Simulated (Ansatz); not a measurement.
GaH$_{2}$···H$_{2}$ (doublet)

```xyz
5

Ga    0.0000    0.0000   -0.3261
H     0.0000   -0.0001    2.4500
H     1.3935    0.0000   -1.1324
H    -1.3935    0.0000   -1.1324
H     0.0000    0.0001    3.1709
```

Not at a stationary point (largest force 1.8 eV/Å).

All numbers below come from Ansatz, UKS B3LYP/def2-SVP.

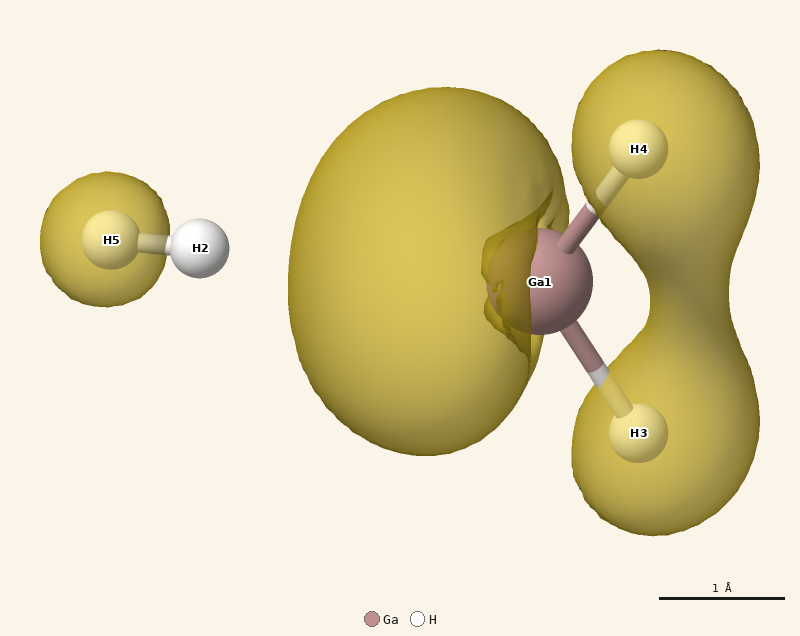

Figure 1. Isosurfaces of the spin density at +0.015 (yellow) and −0.015 e/Å³ (cyan), seen at an oblique angle.

Which atoms carry the spin?

Answer. The unpaired spin (1 electron) lies mostly on Ga1 (about 0.7), H3 (about 0.1) and H4 (about 0.1), in electrons by Hirshfeld's partition.

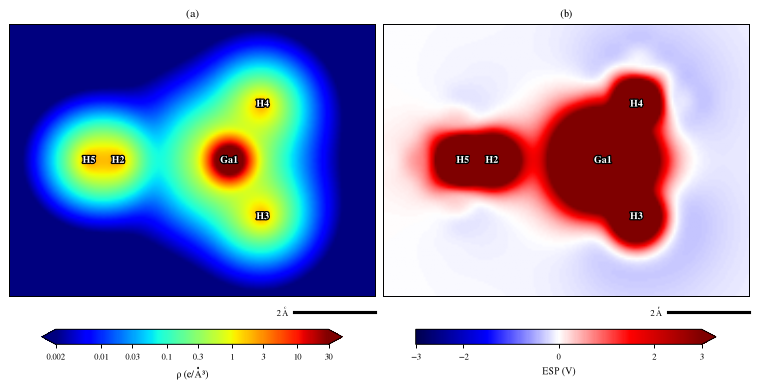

Figure 2. (a) electron density; (b) electrostatic potential on the molecular plane.

Interpret the plot.

Answer.
- The plane passes through Ga and H nuclei.
- Ga1···H2 (2.78 Å): the density falls to about 0.08 e/Å³ on the way.
- H–H (0.72 Å): ρ is about 1.8 e/Å³ halfway.
- Ga–H (1.61 Å): the density is about 0.87 e/Å³ at the midpoint.
- Outside the dense part of the complex the potential is most negative (−0.4 V) near H3 and H4.

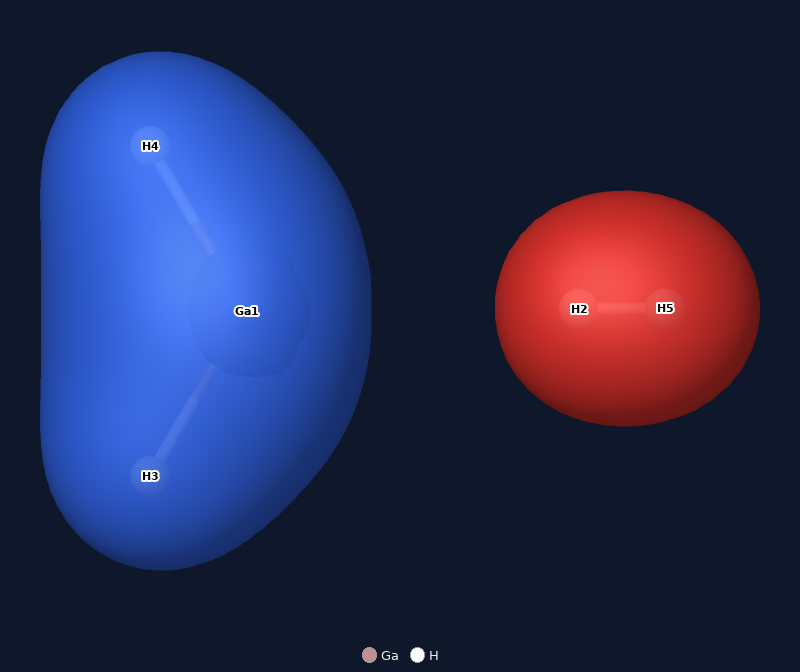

Figure 3. The HOMO−1 (β) at ±0.1 Å⁻³ᐟ² (blue and red are the two phases), seen at a tilt.

What is the character of this orbital?

Answer. By Hirshfeld shares it lies mainly on Ga1 (about 50 %), H3 (about 15 %), H4 (about 15 %), H5 (about 15 %) and H2 (about 10 %); it is symmetric in the molecular plane (an in-plane orbital: σ, lone-pair or in-plane π type). Its energy is −11.38 eV.
